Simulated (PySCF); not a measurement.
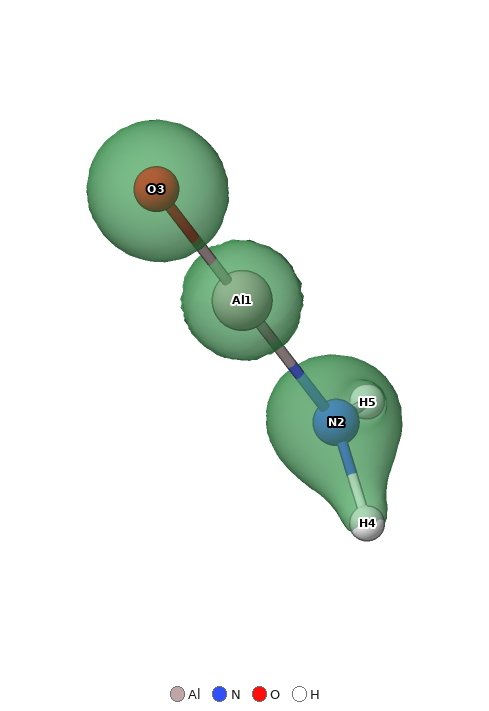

Figure 1: AlH₂NO (SMILES [NH2][Al+][O-]). Isosurface of the total electron density at 1.5 e/Å³ (green), seen at an oblique angle.

Geometry: PBE0-D4/def2-SVP.

Level of theory: PySCF 2.14.0, Gaussian-basis quantum chemistry of an isolated molecule with PySCF, energy and nuclear gradient, functional PBE0.

```xyz
5

Al   -3.1522   -2.8156   -1.0942
N    -1.6650   -1.8982   -0.9216
O    -4.5101   -3.6536   -1.2516
H    -0.8923   -1.9201   -1.5773
H    -1.4581   -1.2712   -0.1525
```

> What does this surface tell about the bonding?

At this value the surface falls into three separate pieces. It bridges the sampled N–H (1.01 Å) contacts, where the density stays above the isovalue. It is pinched off along the sampled Al–O (1.60 Å) and Al–N (1.76 Å) contacts. On the grid the lowest density along these lines, outside the cores, is 0.96 e/Å³ (Al–O, 1.60 Å), 0.76 e/Å³ (Al–N, 1.76 Å) and 2.2 e/Å³ (N–H, 1.01 Å).
